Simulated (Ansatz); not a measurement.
**SiH2 (SMILES [H][Si][H]): PBE0/cc-pVDZ**

Aim: the electronic atomisation energy of SiH2 at PBE0/cc-pVDZ, from 3 runs. 

The results are computed with Ansatz 0.2.0.

61 further runs of the same task are left out: 61 set aside as unsound or not needed.

### Step 1. The molecule

SiH2: 3 atoms, total charge 0, spin state singlet. SMILES: `[H][Si][H]`. Geometry: relaxed at GFN2-xTB.

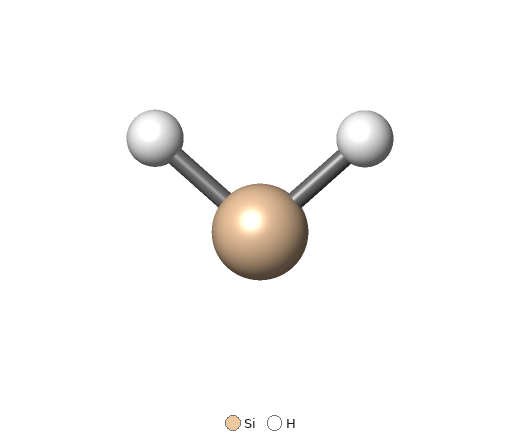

The structure, seen from a chosen angle (silicon light orange, hydrogen white).

### Step 2. The energy at PBE0/cc-pVDZ

Contents of molecule.yaml:

```yaml
crystal:
  periodic: [false, false, false]
  atoms:
    - symbol: Si
      position_ang: [0.005220, -0.008160, -0.655700]
    - symbol: H
      position_ang: [1.110230, -0.020010, 0.337410]
    - symbol: H
      position_ang: [-1.115450, 0.028170, 0.318290]
basis:
  gaussian: {orbitals: cc-pVDZ}
hamiltonian: {xc: pbe0}
accuracy: high
```

Command:

```console
$ ansatz run molecule.yaml --threads 1 --pin off --max-ram 2610MiB --events-out events.jsonl --progress --plain --runs-dir runs
```

What it wrote:

```text
Warning: RAYON_NUM_THREADS=1 ignored (pool sized by the plan → 1); use --threads N
Functional definition: PBE0
  name "PBE0"
  parameter a = 0.25
  parameter kappa = 0.804
  parameter beta = 0.06672455060314922
  exchange = (1 - a)*pbe_x(kappa = kappa, mu = beta*pi^2/3) + a*exact_x
  correlation = pbe_c(beta = beta)
555 factors; integrals over basis functions are off by at most 2.7e-9 eV
mean field evaluation 1: about -7904.0351 eV, gradient 6.9e0 eV
mean field evaluation 2: about -7904.2150 eV, gradient 2.2e0 eV
mean field evaluation 4: about -7904.2380 eV, gradient 4.0e-1 eV
mean field evaluation 8: about -7904.2344 eV, gradient 3.6e-4 eV
mean field evaluation 16: about -7904.2344 eV, gradient 8.9e-8 eV
mean field -7904.23444760 eV, -290.4752582666 hartree, gradient 8.8e-8 eV, S^2 0.000000; 0 other end points of the search recorded, 0 dependent functions left out
reference -7904.23444929 eV, -290.4752583289 hartree; 8, 8 occupied and 20, 20 virtual orbitals, 555 factors
Total energy: -7904.23444929 eV, -290.4752583289 hartree
```

Run time: 0.81 s. Hardware: 1 thread of Arm Neoverse V1, shared host.

### Step 3. The H atom, same level

Contents of job.yaml:

```yaml
crystal:
  periodic: [false, false, false]
  atoms:
    - {symbol: H, position_ang: [0.000000, 0.000000, 0.000000]}
basis:
  gaussian:
    orbitals: cc-pVDZ
magnetization:
  spin_polarized: true
  initial_magnetization: 1
hamiltonian:
  xc: pbe0
accuracy: high
```

Run the same way, it converges to -0.50029 Eh (log not shown).

### Step 4. The Si atom, same level

Contents of input.yaml:

```yaml
crystal:
  periodic: [false, false, false]
  atoms:
    - symbol: Si
      position_ang: [0.000000, 0.000000, 0.000000]
basis:
  gaussian:
    orbitals: cc-pVDZ
magnetization:
  spin_polarized: true
  initial_magnetization: 2
hamiltonian:
  xc: {name: PBE0}
accuracy: high
```

Run the same way, it converges to -289.24736 Eh (log not shown).

### Step 5. Summary of results

Level: PBE0/cc-pVDZ.

| quantity | value |
| --- | --- |
| molecule: total energy | -290.47526 Eh |
| H atom: total energy | -0.50029 Eh |
| H atom: ⟨S²⟩ | 0.750 |
| Si atom: total energy | -289.24736 Eh |
| Si atom: ⟨S²⟩ | 2.004 |
| electronic atomisation energy | 6.186 eV |

In words: Taking the molecule apart into free atoms costs 6.19 eV (597 kJ/mol), before zero-point energy and without spin-orbit coupling.
